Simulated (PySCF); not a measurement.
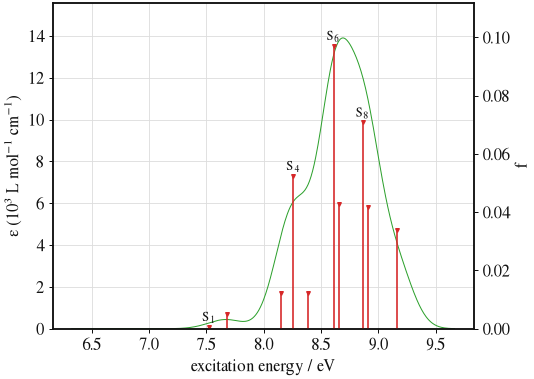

Computed absorption of C₂H₈O₂Si, SMILES CO[Si@@H](C)O. Vertical TDDFT excitations, CAM-B3LYP/def2-SVPD with PySCF, at a PBE0-D3(BJ)/def2-SVP geometry (no frequency check), gas phase. Only the first 10 singlet excitations are included; each is broadened by a Gaussian of 1/e half-width 0.20 eV. Sticks give oscillator strengths (right axis).

**Does any vertical transition fall in the visible?**

No singlet lies below 3.1 eV (beyond 400 nm), so at this level no vertical transition falls in the visible.

**Which of the computed transitions is the brightest, and what character does the calculation give it?**

S6 at 8.61 eV (144 nm), f = 0.097, mixed, the largest part being HOMO → LUMO+4 (35 %) (S7 lies within 0.06 eV, too close to order).

**List the transitions behind the spectrum.**

```csv
state,E (eV),λ (nm),f,main character
S1,7.53,165,0.001,HOMO → LUMO (84 %)
S2,7.68,161,0.005,HOMO → LUMO+1 (79 %)
S3,8.15,152,0.012,HOMO−2 → LUMO (39 %)
S4,8.26,150,0.053,HOMO → LUMO+2 (44 %)
S5,8.39,148,0.012,HOMO−1 → LUMO (29 %)
S6,8.61,144,0.097,HOMO → LUMO+4 (35 %)
S7,8.66,143,0.043,HOMO−1 → LUMO+1 (50 %)
S8,8.87,140,0.071,HOMO → LUMO+3 (26 %)
S9,8.91,139,0.042,HOMO−3 → LUMO (30 %)
S10,9.17,135,0.034,HOMO → LUMO+4 (18 %)
```

Caveats: one conformer of a flexible molecule; core orbitals are frozen in the response.
